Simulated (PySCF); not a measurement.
**C3H7BN2: electronic excitations and core binding energies**

What electronic excitations and core binding energies should C3H7BN2 (`C#CB(N)NC`) show?

The runs use PySCF 2.14.0, with density-fitted response routines of our own; the level of theory stands in each step. All values are computed, except where a source is named. Atoms are numbered from 0 throughout.

### Step 1. Starting geometry

13 atoms, charge 0, multiplicity 1; geometry from: GFN2-xTB.

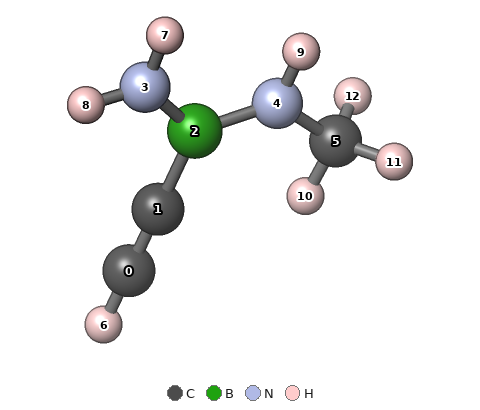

The starting geometry (carbon dark grey, boron green, nitrogen light blue, hydrogen pink), atoms numbered; sticks join atoms by distance.

### Step 2. TDDFT and polarisability: B3LYP/def2-SVPD

Job settings and geometry (Å):

```
{"job": {"kind": "uv", "xc": "B3LYP", "basis": "def2-SVPD", "nstates": 8, "ntriplets": 3}, "charge": 0, "multiplicity": 1}
C      1.906165    -1.683291    -0.553455
C      1.272492    -0.700503    -0.274945
B      0.467144     0.550024     0.080678
N      1.145612     1.764453     0.297116
N     -0.931741     0.482020     0.188625
C     -1.762953    -0.679507     0.001721
H      2.461225    -2.543287    -0.797513
H      0.685746     2.625761     0.531615
H      2.142719     1.849162     0.230225
H     -1.456115     1.310619     0.425192
H     -1.129117    -1.528419    -0.247550
H     -2.481577    -0.528642    -0.811839
H     -2.323987    -0.917905     0.912402
```

Level: TDDFT B3LYP/def2-SVPD, vertical, gas phase, core orbitals frozen in the response.

The run is started by

```sh
OMP_NUM_THREADS=1 python probes_run.py task.json out
```

The driver reads the jobs from task.json and runs them one after another.

**Question.** This job is followed by: delta-SCF UKS SCAN, pcX-2 on the ionised atom, pcseg-1 elsewhere, spin-free X2C. Predict these results of the whole session: lowest singlet (B3LYP/def2-SVPD); brightest single state of those computed; lowest triplet; C1s binding energies, SCAN/pcX-2 (standing for 2 of 3 atoms); N1s binding energies, SCAN/pcX-2; B1s binding energies, SCAN/pcX-2.

**Answer**, as computed:

| quantity | value |
| --- | --- |
| lowest singlet (B3LYP/def2-SVPD) | 5.49 eV (226 nm), f = 0.003 |
| brightest single state of those computed | state 2, 5.74 eV, f = 0.115 |
| lowest triplet | 4.86 eV |
| C1s binding energies, SCAN/pcX-2 (standing for 2 of 3 atoms) | C5 291.36, C0 289.89 eV |
| N1s binding energies, SCAN/pcX-2 | N3 404.54, N4 404.45 eV |
| B1s binding energies, SCAN/pcX-2 | B2 195.64 eV |

In words: The first singlet state (HOMO→LUMO+1 0.98) lies at 5.49 eV and is weak; of the 8 states computed, the strongest absorption comes from state 2 at 5.74 eV. The lowest triplet lies 0.62 eV below the lowest singlet (triplets in Tamm-Dancoff, singlets in full TDDFT). The C1s levels kept as sound span 1.47 eV, from C0 (terminal alkyne carbon) up to C5 (methyl carbon bonded to N). Only 2 of the 3 C atoms are covered by sound results. The N1s levels kept as sound span 0.09 eV, from N4 (nitrogen bonded to C, B, H) up to N3 (nitrogen bonded to B, 2 H).
